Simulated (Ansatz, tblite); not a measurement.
# C₁₆H₁₆S₃Se: spin states and exact exchange

Aim: set other spin states of C₁₆H₁₆S₃Se against its singlet, on many levels of theory.

Method: as each input shows; program: Ansatz 0.2.0, Gaussian basis.

Levels to be run: triplet, at the geometry of the singlet (GFN1-xTB, GFN2-xTB, PBE0-D4/def2-TZVP, PBE-D4/def2-TZVP); the singlet's energies come from earlier runs.

## 1. The structure

The geometry is that of the singlet, from an earlier relaxation (r2SCAN-D4/def2-SVP).

SMILES `[SeH]CCCCc1ccc(-c2ccc(-c3cccs3)s2)s1`, 36 atoms, charge 0, spin multiplicity 1.

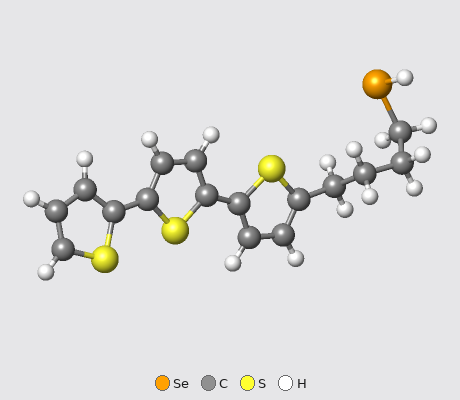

The geometry (selenium orange, carbon grey, sulfur yellow, hydrogen white).

## 2. Triplet at the fixed geometry, GFN1-xTB

Tight binding, by tblite at 300 K electronic temperature and without a spin-polarisation term:

```python
tblite.interface.Calculator('GFN1-xTB', numbers, positions, charge=0, uhf=2).singlepoint()
```

Energy -1545.4349 eV; 0.11 s.

## 3. Triplet at the fixed geometry, GFN2-xTB

Tight binding, by tblite at 300 K electronic temperature and without a spin-polarisation term:

```python
tblite.interface.Calculator('GFN2-xTB', numbers, positions, charge=0, uhf=2).singlepoint()
```

Energy -1502.8016 eV; 0.069 s.

## 4. Triplet at the fixed geometry, PBE0-D4/def2-TZVP

in.yaml

```yaml
crystal:
  periodic: [false, false, false]
  atoms:
    - {symbol: Se, position_ang: [5.874066, 1.738873, 1.119545]}
    - {symbol: C, position_ang: [6.366167, 0.262963, -0.094198]}
    - {symbol: C, position_ang: [5.656776, -1.062761, 0.163909]}
    - {symbol: C, position_ang: [4.129629, -1.018596, 0.176007]}
    - {symbol: C, position_ang: [3.515931, -0.470556, -1.118959]}
    - {symbol: C, position_ang: [2.021873, -0.526656, -1.144771]}
    - {symbol: C, position_ang: [1.196019, -1.266225, -1.965055]}
    - {symbol: C, position_ang: [-0.185077, -1.088372, -1.693119]}
    - {symbol: C, position_ang: [-0.428365, -0.206063, -0.651836]}
    - {symbol: C, position_ang: [-1.685424, 0.224545, -0.093900]}
    - {symbol: C, position_ang: [-1.928857, 1.153789, 0.909771]}
    - {symbol: C, position_ang: [-3.298682, 1.318486, 1.206486]}
    - {symbol: C, position_ang: [-4.132324, 0.521856, 0.432674]}
    - {symbol: C, position_ang: [-5.573597, 0.446522, 0.465370]}
    - {symbol: C, position_ang: [-6.463010, 1.321316, 1.076284]}
    - {symbol: C, position_ang: [-7.819300, 0.935973, 0.922504]}
    - {symbol: C, position_ang: [-7.966820, -0.223347, 0.194534]}
    - {symbol: S, position_ang: [-6.442102, -0.860284, -0.297280]}
    - {symbol: S, position_ang: [-3.189948, -0.439404, -0.678147]}
    - {symbol: S, position_ang: [1.080326, 0.398291, -0.011223]}
    - {symbol: H, position_ang: [6.304262, 1.035372, 2.339298]}
    - {symbol: H, position_ang: [6.130973, 0.664848, -1.092378]}
    - {symbol: H, position_ang: [7.458033, 0.137416, -0.048838]}
    - {symbol: H, position_ang: [6.009237, -1.478142, 1.124663]}
    - {symbol: H, position_ang: [5.998199, -1.772435, -0.614845]}
    - {symbol: H, position_ang: [3.787074, -0.399400, 1.023413]}
    - {symbol: H, position_ang: [3.741436, -2.035694, 0.355036]}
    - {symbol: H, position_ang: [3.888800, -1.045505, -1.985056]}
    - {symbol: H, position_ang: [3.847296, 0.573690, -1.267911]}
    - {symbol: H, position_ang: [1.584398, -1.919321, -2.750302]}
    - {symbol: H, position_ang: [-0.987210, -1.585470, -2.243514]}
    - {symbol: H, position_ang: [-1.125404, 1.693765, 1.416689]}
    - {symbol: H, position_ang: [-3.677458, 1.989399, 1.979909]}
    - {symbol: H, position_ang: [-6.138509, 2.222453, 1.599992]}
    - {symbol: H, position_ang: [-8.662956, 1.499353, 1.327012]}
    - {symbol: H, position_ang: [-8.885451, -0.740699, -0.081784]}
basis:
  gaussian: {orbitals: def2-TZVP, fitting: {mean_field: def2-universal-jkfit}}
magnetization: {spin_polarized: true, initial_magnetization: 2}
hamiltonian: {xc: pbe0, dispersion: d4}
scf: {omitted_lower_state_checks: [starts]}
output: {orbitals: {seedname: orbitals}}
```

The run is started by

```bash
$ ansatz run in.yaml --threads 2 --pin off --events-out ev --progress --plain --max-ram 22528MiB --backend cuda --devices 0, --max-vram 18GiB
```

The program printed:

```text
Functional definition: PBE0
  name "PBE0"
  cite "Adamo & Barone, J. Chem. Phys. 110, 6158 (1999) doi:10.1063/1.478522"
  cite "Perdew, Burke & Ernzerhof, Phys. Rev. Lett. 77, 3865 (1996) doi:10.1103/PhysRevLett.77.3865"
  parent pbe
  parameter a = 0.25
  parameter kappa = 0.804
  parameter beta = 0.06672455060314922
  exchange = (1 - a)*pbe_x(kappa = kappa, mu = beta*pi^2/3) + a*exact_x
  correlation = pbe_c(beta = beta)
these checks for a lower state are left out or cut short: starts
2138 factors; integrals over basis functions are off by at most 5.1e-1 eV
mean field evaluation 1: about -114626.9499 eV, gradient 9.2e1 eV
mean field evaluation 2: about -114018.8873 eV, gradient 2.4e2 eV
mean field evaluation 4: about -114666.5537 eV, gradient 2.2e1 eV
mean field evaluation 8: about -114674.0384 eV, gradient 4.7e0 eV
mean field evaluation 16: about -114674.2193 eV, gradient 8.3e-2 eV
mean field evaluation 32: about -114674.2194 eV, gradient 5.0e-5 eV
mean field -114674.21939656 eV, -4214.1998338460 hartree, gradient 2.0e-5 eV, S^2 2.034337; 0 other end points of the search recorded, 0 dependent functions left out
reference -114674.21945756 eV, -4214.1998360876 hartree; 98, 96 occupied and 653, 655 virtual orbitals, 2138 factors
Total energy: -114675.48725400 eV, -4214.2464267473 hartree
Checks for a lower state left out: starts
```

Run time: 12 s. Hardware: 1 × H100 (card shared with other runs) with 2 threads of AMD EPYC 7R13, shared host; peak host memory 1.4 GiB.

HOMO -3.33 eV, LUMO -3.81 eV (over both spins; with the spin held, an empty level of the minority spin lies below the top filled one); ⟨S²⟩ 2.034 (pure: 2.00).

## 5. Triplet at the fixed geometry, PBE-D4/def2-TZVP

start.molden holds the orbitals of an earlier run on this state, given as this run's starting guess.

in.yaml: that of step 4 with these lines changed.

```diff
@@ -40,5 +40,5 @@
 basis:
-  gaussian: {orbitals: def2-TZVP, fitting: {mean_field: def2-universal-jkfit}}
+  gaussian: {orbitals: def2-TZVP, fitting: {mean_field: def2-universal-jkfit}, initial_orbitals: start.molden}
 magnetization: {spin_polarized: true, initial_magnetization: 2}
-hamiltonian: {xc: pbe0, dispersion: d4}
+hamiltonian: {xc: pbe, dispersion: d4}
 scf: {omitted_lower_state_checks: [starts]}
```

Same command.

The program printed:

```text
Functional definition: PBE
  name "PBE"
  cite "Perdew, Burke & Ernzerhof, Phys. Rev. Lett. 77, 3865 (1996) doi:10.1103/PhysRevLett.77.3865"
  parent pbe
  parameter kappa = 0.804
  parameter beta = 0.06672455060314922
  exchange = pbe_x(kappa = kappa, mu = beta*pi^2/3)
  correlation = pbe_c(beta = beta)
these checks for a lower state are left out or cut short: starts
2138 factors; integrals over basis functions are off by at most 5.1e-1 eV
mean field evaluation 1: about -114667.6418 eV, gradient 1.5e1 eV
mean field evaluation 2: about -114668.0830 eV, gradient 5.6e-1 eV
mean field evaluation 4: about -114668.0936 eV, gradient 5.2e-2 eV
mean field evaluation 8: about -114668.0936 eV, gradient 2.0e-5 eV
mean field -114668.09364377 eV, -4213.9747165831 hartree, gradient 2.0e-5 eV, S^2 2.007897; 0 other end points of the search recorded, 0 dependent functions left out
reference -114668.09372702 eV, -4213.9747196426 hartree; 98, 96 occupied and 653, 655 virtual orbitals, 2138 factors
Total energy: -114669.56521000 eV, -4214.0287956445 hartree
Checks for a lower state left out: starts
```

It took 7 s on 1 × H100 (card shared with other runs) with 2 threads of AMD EPYC 7R13, shared host.

Report: HOMO -2.67 eV, LUMO -4.40 eV (over both spins; with the spin held, an empty level of the minority spin lies below the top filled one); ⟨S²⟩ 2.008 (pure: 2.00).

## 6. Triplet less singlet, vertical

The singlet's energies are those of its earlier runs, whose logs aren't repeated here.

```tsv
level	triplet less singlet, vertical (eV)	time
GFN1-xTB	+2.127	0.17 s
GFN2-xTB	+2.081	0.13 s
PBE-D4/def2-TZVP	+1.958	13 s
PBE0-D4/def2-TZVP	+2.070	18 s
```

Times add the two runs; a level without a time comes out of a correlated run. Tight binding without a spin term can't rank spin states.

## 7. What came out

| quantity | value |
| --- | --- |
| triplet less singlet, vertical, functionals in def2-TZVP | +1.958 (PBE-D4) to +2.070 eV (PBE0-D4) |

**Reading.** All functionals put the triplet above the singlet, over a spread of 0.112 eV. The checks for a lower triplet were left out, so another state of that spin may lie lower. These are electronic energies, without zero-point motion, entropy or surroundings.
